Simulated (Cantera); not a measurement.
Input: 1 mol B2O3, 7.6 mol O2, equilibrated at 0.00170 bar.

Method: chemical equilibrium by Gibbs-energy minimisation in Cantera with the NASA 1993 tables (ideal gas, pure condensed phases). Candidate condensed phases: B, B2O3; 10 gas species. Rates play no part.

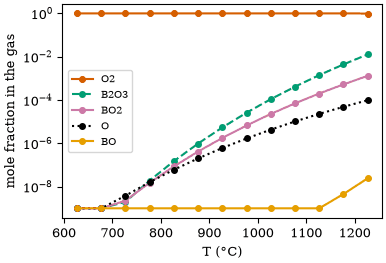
Equilibrium gas composition (values under 1e-9 drawn at 1e-9)

Task: Read off the mole fractions at 877 °C.

Result: O2 about 1.00, B2O3 about 9.8e-7, BO2 about 4.2e-7, O about 2.0e-7.
